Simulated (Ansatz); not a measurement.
```
CELL_PARAMETERS angstrom
0.00000 -5.51272 0.00000
0.00000 0.00000 12.08539
-5.51272 0.00000 0.00000
ATOMIC_POSITIONS crystal
Au 0.00000 0.39638 0.78060
Au 0.50000 0.89638 0.78060
Au 0.50000 0.39638 0.21940
Au 0.00000 0.89638 0.21940
Au 0.00000 0.10362 0.78060
Au 0.50000 0.60362 0.78060
Au 0.50000 0.10362 0.21940
Au 0.00000 0.60362 0.21940
O 0.75000 0.00000 0.00000
O 0.25000 0.50000 0.00000
O 0.25000 0.00000 0.00000
O 0.75000 0.50000 0.00000
As 0.75000 0.00000 0.50000
As 0.25000 0.50000 0.50000
As 0.25000 0.00000 0.50000
As 0.75000 0.50000 0.50000
Cl 0.50000 0.25000 0.78030
Cl 0.00000 0.75000 0.78030
Cl 0.00000 0.25000 0.21970
Cl 0.50000 0.75000 0.21970
```

Space group Cmme; built by placing these elements on a known structure type; not relaxed (largest force 0.8 eV/Å); computed pressure about 8 GPa in this cell.

The calculation used Ansatz, DFT, PAW plane waves, mr2SCAN.

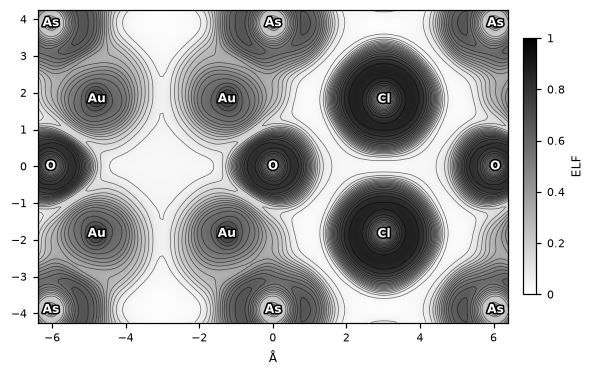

AsAu₂ClO. ELF on the (101̄) plane of the conventional cell.

Core electrons are frozen (PAW), and the valence fields are smoothed inside the atomic spheres.

### Read the bonding off the picture.

The section cuts through Au, O, As and Cl sites. Au–O (2.22 Å): the ELF peaks at about 0.80 in the valence shell of O, 0.6 Å from its nucleus, and drops to about 0.15 between the two atoms. As–Au (2.42 Å): the ELF is about 0.40 at the midpoint. The features right at Au lie inside the PAW spheres, where the map follows smoothed inner orbitals and isn't to be read closely.
